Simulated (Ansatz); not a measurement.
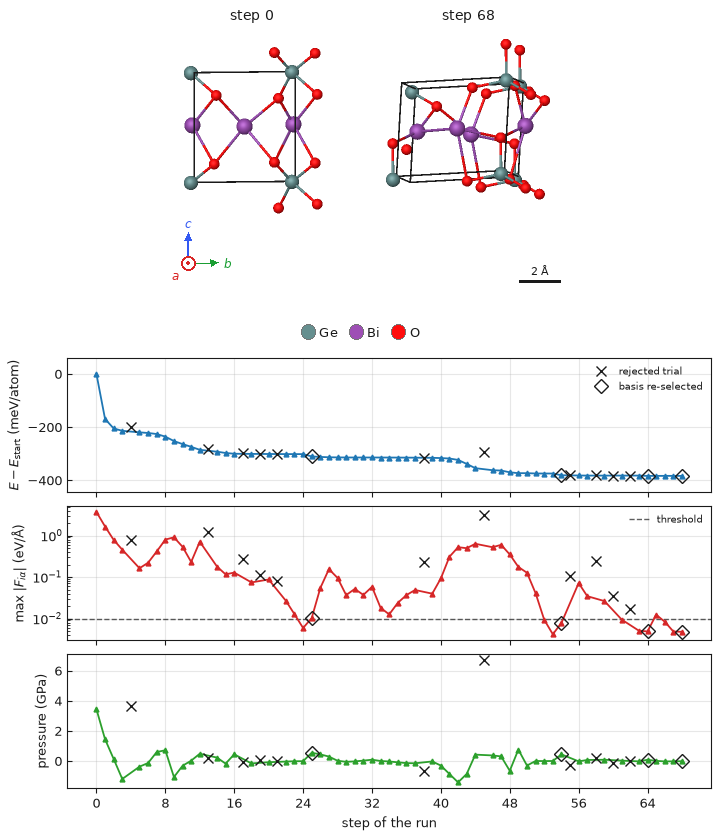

First and last geometry of a relaxation of solid GeBi2O4 (built on the CdIn2Se4-111 type type), with the history of the run. A ball-and-stick model of the cell of the calculation, reduced to other axes, seen along the a axis. Lengths and directions refer to the drawn axes.

Case: shaken.

Method: DFT, PBEsol, plane waves, PAW in Ansatz 0.2.0. Settings: plane-wave cutoff 420 eV; k-point mesh 4 × 4 × 4; occupations fermi dirac; smearing width 0.05 eV; no spin polarisation; cell and atoms relaxed; force threshold 0.01 eV/Å; at most 120 steps.

Q: Did the run converge, and what did it change?

A: It converged. The atom that moves furthest relative to the cell is an O atom (1.92 Å along [2 −3 2]). By element the largest moves are O 1.92 Å, Bi 0.69 Å, Ge 0.17 Å. The volume changes by −6.9 %, with a 4.956 → 5.241 Å (+5.7 %), b 4.974 → 5.359 Å (+7.8 %), c 5.403 → 4.626 Å (−14.4 %), α 89.4° → 84.3°, β 89.6° → 82.7°, γ 89.4° → 103.9°. Among the contacts that change: Bi–O 2.645 → 4.642 Å, Bi–O 4.054 → 2.164 Å, Bi–O 2.459 → 4.287 Å, Bi–O 4.034 → 2.416 Å. New bonds form, among them: Bi–O (4.03 → 2.42 Å), Bi–O (4.05 → 2.16 Å). Bonds break, among them: Bi–O (2.46 → 4.29 Å). Bond angles that change, for instance: O–Bi–O 126.4° → 161.7°, O–Bi–O 107.6° → 80.9°, O–Bi–O 101.8° → 80.8°. The space group stays P1 (No. 1). The energy falls by 383 meV per atom in 53 accepted moves (68 points after the start). Largest force component: 3.7 eV/Å at the start, 0.0048 eV/Å at the end. Pressure: 3.45 GPa at the start and 0.00 GPa at the end. The line search rejected the trial steps at points 4, 13, 17, 19, 21, 38, 45, 55 and more of the run. The SCF was repeated 4 times at an unchanged geometry on a basis and grid sized afresh for the cell, which shifted the energy by 8.8 meV per atom at most. The run took 7.9 min on 4 threads of Arm Neoverse V1, with other jobs on the host, peak memory 0.57 GiB.
